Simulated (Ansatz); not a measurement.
# H3S+ (sulfonium) at 6 levels

We compute a comparison of 6 runs (HF/6-31G, CAM-B3LYP/3-21G, CAM-B3LYP/6-31G, PBE/3-21G, r2SCAN/6-31G, BCCD(T)/6-31G) of H3S+ (sulfonium). 

Program for the calculation: Ansatz 0.2.0.

9 further runs of the same task are left out: 7 that didn't finish, 2 set aside as unsound or not needed.

## (1) The structure to begin with

H3S+ has 4 atoms, charge +1, and is taken as a singlet. As SMILES, `[SH3+]`. The H2–S1 distance was set to 3.389 Å, away from the relaxed value. At this shape a bond of the SMILES string is far longer than usual.

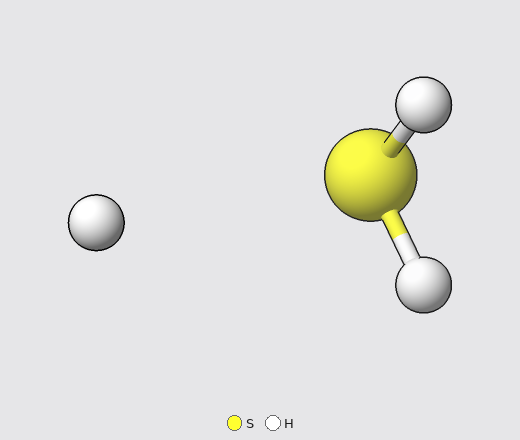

The structure, seen from a chosen angle (sulfur yellow, hydrogen white).

## (2) A single-point energy at HF/6-31G (run 1)

Input file molecule.yaml:

```yaml
crystal:
  periodic: [false, false, false]
  atoms:
    - {symbol: S, position_ang: [-0.517972, -0.673650, -2.216383]}
    - {symbol: H, position_ang: [0.848020, 0.280920, 0.734350]}
    - {symbol: H, position_ang: [-1.313742, -1.610670, -1.645403]}
    - {symbol: H, position_ang: [-1.475092, 0.285180, -2.183873]}
basis:
  gaussian:
    orbitals: 6-31G
total_charge: 1
magnetization:
  spin_polarized: false
  initial_magnetization: 0
hamiltonian:
  xc: hf
accuracy: high
```

Launch:

```
$ ansatz run molecule.yaml --threads 1 --pin off --max-ram 2610MiB --events-out events.jsonl --progress --plain --runs-dir runs
```

Standard output:

```text
Warning: RAYON_NUM_THREADS=1 ignored (pool sized by the plan → 1); use --threads N
Functional definition: HF
  name "HF"
  exchange = exact_x
  correlation = 0
398 factors; integrals over basis functions are off by at most 4.5e-9 eV
mean field evaluation 1: about -10845.7527 eV, gradient 2.3e1 eV
mean field evaluation 2: about -10845.7557 eV, gradient 2.3e1 eV
mean field evaluation 4: about -10848.4035 eV, gradient 4.1e0 eV
mean field evaluation 8: about -10848.6075 eV, gradient 7.0e-2 eV
mean field -10848.60759935 eV, -398.6789758258 hartree, gradient 4.0e-8 eV, S^2 0.000000; 0 other end points of the search recorded, 0 dependent functions left out
reference -10848.60759935 eV, -398.6789758258 hartree; 9, 9 occupied and 10, 10 virtual orbitals, 398 factors
Total energy: -10848.60759935 eV, -398.6789758258 hartree
```

Run time: 0.14 s. Hardware: 1 thread of Arm Neoverse V2, shared host.

## (3) A single-point energy at CAM-B3LYP/3-21G (run 2)

Input file molecule.yaml:

```yaml
crystal:
  periodic: [false, false, false]
  atoms:
    - symbol: S
      position_ang: [-0.517972, -0.673650, -2.216383]
    - symbol: H
      position_ang: [0.848020, 0.280920, 0.734350]
    - symbol: H
      position_ang: [-1.313742, -1.610670, -1.645403]
    - symbol: H
      position_ang: [-1.475092, 0.285180, -2.183873]
basis:
  gaussian: {orbitals: 3-21G.json}
accuracy: high
total_charge: 1
hamiltonian: {xc: {name: CAM-B3LYP}}
```

The basis set 3-21G is read from a file made from the Basis Set Exchange's data (not shown).

Launch:

```
$ ansatz run molecule.yaml --threads 1 --pin off --max-ram 2610MiB --events-out events.jsonl --progress --plain --runs-dir runs
```

Standard output:

```text
Warning: RAYON_NUM_THREADS=1 ignored (pool sized by the plan → 1); use --threads N
Functional definition: CAM-B3LYP
  name "CAM-B3LYP"
  parameter alpha = 0.19
  parameter beta = 0.46
  parameter omega = 0.33/bohr
  parameter ac = 0.81
  exchange = (1 - alpha - beta)*b88_x + beta*b88_x_sr(omega) + alpha*exact_x + beta*exact_x_lr(omega)
  correlation = (1 - ac)*vwn5_c + ac*lyp_c
349 factors; integrals over basis functions are off by at most 4.0e-9 eV
148 factors; integrals over basis functions are off by at most 2.7e-9 eV
mean field evaluation 1: about -10811.0093 eV, gradient 3.2e1 eV
mean field evaluation 2: about -10793.1923 eV, gradient 5.5e1 eV
mean field evaluation 4: about -10813.4027 eV, gradient 2.3e1 eV
mean field evaluation 8: about -10815.9044 eV, gradient 1.1e-1 eV
mean field evaluation 16: about -10815.8901 eV, gradient 2.1e-4 eV
mean field -10815.89006023 eV, -397.4766284398 hartree, gradient 4.8e-8 eV, S^2 0.000000; 0 other end points of the search recorded, 0 dependent functions left out
reference -10815.89007448 eV, -397.4766289636 hartree; 9, 9 occupied and 10, 10 virtual orbitals, 349 factors
Total energy: -10815.89007448 eV, -397.4766289636 hartree
```

It took 0.62 s on 1 thread of Arm Neoverse V2, shared host.

Runs 3 to 5 aren't shown in full; the table further down has their settings and results.

## (4) A single-point energy at BCCD(T)/6-31G (run 6)

Input file in.yaml:

```yaml
basis:
  gaussian:
    orbitals: 6-31G
crystal:
  periodic: [false, false, false]
  atoms:
    - symbol: S
      position_ang: [-0.517972, -0.673650, -2.216383]
    - symbol: H
      position_ang: [0.848020, 0.280920, 0.734350]
    - symbol: H
      position_ang: [-1.313742, -1.610670, -1.645403]
    - symbol: H
      position_ang: [-1.475092, 0.285180, -2.183873]
total_charge: 1
correlation:
  method: bccd_t
  frozen_orbitals: {H: 0, S: 5}
accuracy: high
scf:
  omitted_lower_state_checks: [cluster_reference, increment]
```

Launch:

```
$ ansatz run in.yaml --threads 1 --pin off --max-ram 2610MiB --events-out events.jsonl --progress --plain --runs-dir runs
```

Standard output:

```text
Warning: RAYON_NUM_THREADS=1 ignored (pool sized by the plan → 1); use --threads N
[... 11 lines left out ...]
5 core orbitals not correlated: weight in the atoms' cores, before any rotation towards them, 1.000 or more for the frozen orbitals, at most 0.000 for the correlated occupied ones
[... 33 lines left out ...]
WARN: these amplitudes may be one of several solutions (largest doubles amplitude 0.72, level shift 3.81 eV)
Total energy: -10853.04832651 eV, -398.8421695389 hartree
Checks for a lower state left out: cluster_reference, increment
```

Wall time 0.22 s (1 thread of Arm Neoverse V2, shared host).

## (5) Overview of the runs

```csv
run,level,frozen core orbitals,energy (Eh),wall time
1,HF/6-31G,–,-398.678976,0.14 s
2,CAM-B3LYP/3-21G,–,-397.476629,0.62 s
3,CAM-B3LYP/6-31G,–,-399.420304,0.81 s
4,PBE/3-21G,–,-397.325916,0.62 s
5,r2SCAN/6-31G,–,-399.406952,1.9 s
6,BCCD(T)/6-31G,5,-398.842170,0.22 s
```

## (6) Results

| quantity | value |
| --- | --- |
| run 6: total energy | -398.84217 Eh |
| run 6: correlation energy (5 core orbitals frozen) | -163.2 mEh |
| run 6: (T) correction | -4.23 mEh |

What this shows: Totals of different functionals can't be ranked against each other. In run 6 the log says that unrestricted orbitals would lower the reference, so the values rest on an unstable closed-shell determinant (other closed-shell runs at this shape may share the fault). All runs together took 4.3 s, the longest 1.9 s.
